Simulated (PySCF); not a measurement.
Vertical excitations of a molecule C₃H₄O₃ from PySCF with TDDFT-CAM-B3LYP/def2-SVPD, as energy in eV (oscillator strength): 7.03 (0.000), 8.15 (0.000), 8.19 (0.010), 8.45 (0.015), 8.66 (0.005), 8.72 (0.049), 8.99 (0.269), 9.09 (0.017), 9.37 (0.030), 9.48 (0.021). Lowest triplet (TDA): 6.54 eV. Geometry: B3LYP-D3(BJ)/def2-SVP. One conformer was computed; it need not be the lowest.

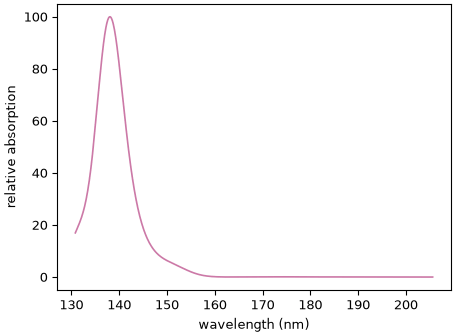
*The lines broadened by 0.4 eV.*

Task: Which structure fits?
(A) O=C1OCCO1
(B) O=CC1OCO1
(C) CC1OC(=O)O1

Result: A, O=C1OCCO1
